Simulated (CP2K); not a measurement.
# AlH2S2F (SMILES [F][Al]([SH])[SH]) at IPEA1-xTB

What is the energy difference between two shapes of AlH2S2F at IPEA1-xTB? 

The calculation is run with CP2K 2026.2.

3 further runs of the same task are left out: 2 that didn't finish, 1 set aside as unsound or not needed.

## Step 1: Starting point

The species is AlH2S2F (6 atoms), meant as a singlet with charge 0. As SMILES, `[F][Al]([SH])[SH]`. Geometry: a GFN2-xTB relaxation, a rough one for these elements and not checked as a minimum. This is one conformer, not always the lowest.

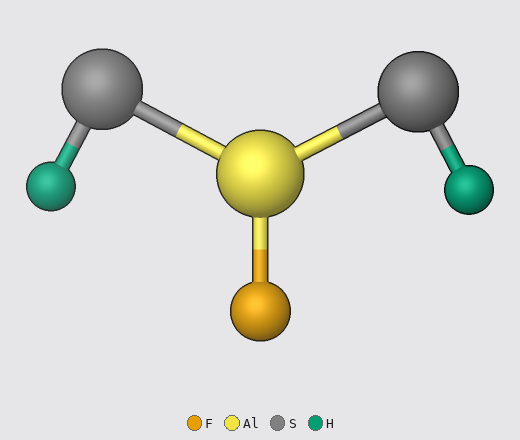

Viewed from a chosen angle; fluorine amber, aluminium yellow, sulfur grey, hydrogen teal.

## Step 2: Energy and gradient at IPEA1-xTB

File molecule.xyz:

```xyz
6

F     -0.741060    -1.447280    -0.314710
Al     0.000280    -0.000970    -0.003460
S      2.185000     0.016230     0.052470
S     -1.285060     1.737280     0.320240
H      2.208710    -1.281830    -0.242900
H     -2.367870     0.976580     0.188360
```

File run.inp:

```
&GLOBAL
 PROJECT run
 RUN_TYPE ENERGY_FORCE
 PRINT_LEVEL MEDIUM
&END GLOBAL

&FORCE_EVAL
 METHOD QS
 &DFT
  &QS
   METHOD XTB
   EPS_DEFAULT 1.0E-10
   &XTB
    GFN_TYPE TBLITE
    &TBLITE
     METHOD IPEA1
    &END TBLITE
    CHECK_ATOMIC_CHARGES F
   &END XTB
  &END QS
  &POISSON
   PERIODIC NONE
   POISSON_SOLVER ANALYTIC
  &END POISSON
  &SCF
   SCF_GUESS ATOMIC
   EPS_SCF 1.0E-06
   MAX_SCF 150
   ADDED_MOS 4
   &DIAGONALIZATION
    ALGORITHM STANDARD
   &END DIAGONALIZATION
   &MIXING
    METHOD DIRECT_P_MIXING
    ALPHA 0.4
   &END MIXING
   &SMEAR ON
    METHOD FERMI_DIRAC
    ELECTRONIC_TEMPERATURE [K] 300
   &END SMEAR
  &END SCF
  &PRINT
   &MOMENTS
    PERIODIC F
    REFERENCE COM
    MAX_MOMENT 1
   &END MOMENTS
   &MO ON
    ENERGIES T
    OCCUPATION_NUMBERS T
    NDIGITS 6
    &EACH
     QS_SCF 0
    &END EACH
    ADD_LAST NUMERIC
   &END MO
   &HIRSHFELD OFF
   &END HIRSHFELD
  &END PRINT
 &END DFT
 &SUBSYS
  &CELL
   ABC 12.6 11.2 8.6
   PERIODIC NONE
  &END CELL
  &TOPOLOGY
   COORD_FILE_NAME molecule.xyz
   COORD_FILE_FORMAT XYZ
   &CENTER_COORDINATES
   &END CENTER_COORDINATES
  &END TOPOLOGY
 &END SUBSYS
 &PRINT
  &FORCES ON
  &END FORCES
 &END PRINT
&END FORCE_EVAL
```

Launch:

```console
$ OMP_NUM_THREADS=1 cp2k.psmp -i run.inp > run.out 2>&1
```

What it wrote:

```text
CP2K| version string:                                       CP2K version 2026.2
[...]
 GLOBAL| Method name                                                        CP2K
[...]
 GLOBAL| Run type                                                   ENERGY_FORCE
[...]
                             - Atoms:                                          6
[...]
                             - Spherical basis functions:                     36
[...]
 Number of electrons:                                                         24
[...]
  *** SCF run converged in    13 steps ***
[...]
  Fermi energy:                                                -0.29771032675696
[...]
 TB_DIPOLE| Moment [Debye]          0.18623731       0.36207951       0.08969985
 TB_DIPOLE| Derivative [a.u.]       0.00000000       0.00000000       0.00000000
[...]
 ENERGY| Total FORCE_EVAL ( QS ) energy [hartree]            -15.557933591429725
 FORCES| Atomic forces [hartree/bohr]
 FORCES|   Atom     x               y               z               |f|
 FORCES|      1  1.40874097E-03  2.73567285E-03  6.12699825E-04   3.13749233E-03
 FORCES|      2  1.08433599E-02  2.14923378E-02  4.63369848E-03   2.45146936E-02
 FORCES|      3 -2.50305026E-02 -1.22401400E-02 -3.46349668E-03   2.80774446E-02
 FORCES|      4  5.52064851E-03 -2.66789929E-02 -4.80872001E-03   2.76653214E-02
 FORCES|      5  3.30750763E-03  7.87092582E-03  1.94908311E-03   8.75728297E-03
 FORCES|      6  3.95024561E-03  6.82019640E-03  1.07673528E-03   7.95480220E-03
 FORCES| Sum    -5.29090660E-17 -2.34187669E-17 -1.49619900E-17
 FORCES| Total atomic force                                       5.97634425E-17
[...]
```

Wall time 1 s (1 thread of Intel Xeon Platinum 8488C (Sapphire Rapids), shared host); peak memory 0.19 GiB.

## Step 3: The distorted shape at the same level

File molecule.xyz:

```xyz
6

F     -0.799650    -1.444381    -0.290553
Al     0.039723     0.010042     0.010902
S      2.183577    -0.012999     0.056317
S     -1.283598     1.737436     0.348607
H      2.196647    -1.306062    -0.251781
H     -2.360775     0.987598     0.177383
```

File molecule.inp:

```
&global
  project molecule
  run_type ENERGY_FORCE
  print_level MEDIUM
&end global
&force_eval
  method QS
  &dft
    ! Quickstep
    &qs
      method XTB
      eps_default 1.0E-10
      &xtb
        gfn_type TBLITE
        &tblite
          method IPEA1
        &end tblite
        check_atomic_charges F
      &end xtb
    &end qs
    ! cluster boundary conditions
    &poisson
      periodic NONE
      poisson_solver ANALYTIC
    &end poisson
    &scf
      scf_guess ATOMIC
      eps_scf 1.0E-06
      max_scf 150
      added_mos 4
      &diagonalization
        algorithm STANDARD
      &end diagonalization
      &mixing
        method DIRECT_P_MIXING
        alpha 0.4
      &end mixing
      &smear ON
        method FERMI_DIRAC
        electronic_temperature [K] 300
      &end smear
    &end scf
    ! extra output
    &print
      &moments
        periodic F
        reference COM
        max_moment 1
      &end moments
      &mo ON
        energies T
        occupation_numbers T
        ndigits 6
        &each
          qs_scf 0
        &end each
        add_last NUMERIC
      &end mo
      &hirshfeld OFF
      &end hirshfeld
    &end print
  &end dft
  ! atoms, cell and kinds
  &subsys
    ! box in angstrom
    &cell
      abc 12.6 11.2 8.6
      periodic NONE
    &end cell
    &topology
      coord_file_name molecule.xyz
      coord_file_format XYZ
      &center_coordinates
      &end center_coordinates
    &end topology
  &end subsys
  ! extra output
  &print
    &forces ON
    &end forces
  &end print
&end force_eval
```

Launch:

```console
$ OMP_NUM_THREADS=1 cp2k.psmp -i molecule.inp -o molecule.out
```

What it wrote:

```text
CP2K| version string:                                       CP2K version 2026.2
[...]
 GLOBAL| Method name                                                        CP2K
[...]
 GLOBAL| Run type                                                   ENERGY_FORCE
[...]
                             - Atoms:                                          6
[...]
                             - Spherical basis functions:                     36
[...]
 Number of electrons:                                                         24
[...]
  *** SCF run converged in    14 steps ***
[...]
  Fermi energy:                                                -0.29859225161795
[...]
 TB_DIPOLE| Moment [Debye]          0.63126202       0.40719206       0.04508992
 TB_DIPOLE| Derivative [a.u.]       0.00000000       0.00000000       0.00000000
[...]
 ENERGY| Total FORCE_EVAL ( QS ) energy [hartree]            -15.557918935545471
 FORCES| Atomic forces [hartree/bohr]
 FORCES|   Atom     x               y               z               |f|
 FORCES|      1  1.03317875E-02  1.41146028E-02  2.79320917E-03   1.77135502E-02
 FORCES|      2 -1.23072042E-02  1.25775222E-02  2.98515776E-03   1.78485996E-02
 FORCES|      3 -1.46401687E-02 -1.13020481E-02 -3.17844973E-03   1.87662829E-02
 FORCES|      4  1.17602540E-02 -2.67125524E-02 -5.42292398E-03   2.96862280E-02
 FORCES|      5  3.19083006E-03  6.79341562E-03  1.84095412E-03   7.72793661E-03
 FORCES|      6  1.66450139E-03  4.52905988E-03  9.82052664E-04   4.92416243E-03
 FORCES| Sum     1.10588622E-16 -1.04083409E-17  9.10729825E-18
 FORCES| Total atomic force                                       1.11450077E-16
[...]
```

Wall time 1.1 s (1 thread of Intel Xeon Platinum 8488C (Sapphire Rapids), shared host); peak memory 0.19 GiB.

## Step 4: Results

Level: IPEA1-xTB.

| quantity | value |
| --- | --- |
| first shape: total energy | -15.55793 Eh |
| first shape: dipole moment (from atomic charges alone) | 0.42 D |
| first shape: HOMO energy | -12.00 eV |
| first shape: LUMO energy | -7.21 eV |
| first shape: HOMO–LUMO gap | 4.80 eV |
| first shape: largest force on an atom | 1.444 eV/Å |
| distorted shape: total energy | -15.55792 Eh |
| distorted shape: dipole moment (from atomic charges alone) | 0.75 D |
| distorted shape: HOMO energy | -11.99 eV |
| distorted shape: LUMO energy | -7.23 eV |
| distorted shape: HOMO–LUMO gap | 4.77 eV |
| distorted shape: largest force on an atom | 1.527 eV/Å |
| energy change with the atoms displaced | 0.000 eV |

In words: With the atoms displaced the energy rises by 0.00 eV (0.0 kcal/mol). The first shape isn't relaxed at this level, so the change isn't measured from a minimum. The largest force (first shape) is 1.44 eV/Å: the shape isn't a stationary point for this species at this level. The dipole (first shape) comes from point charges on the atoms alone, without atomic dipoles, so it is partial. The dipole (distorted shape) comes from point charges on the atoms alone, without atomic dipoles, so it is partial.
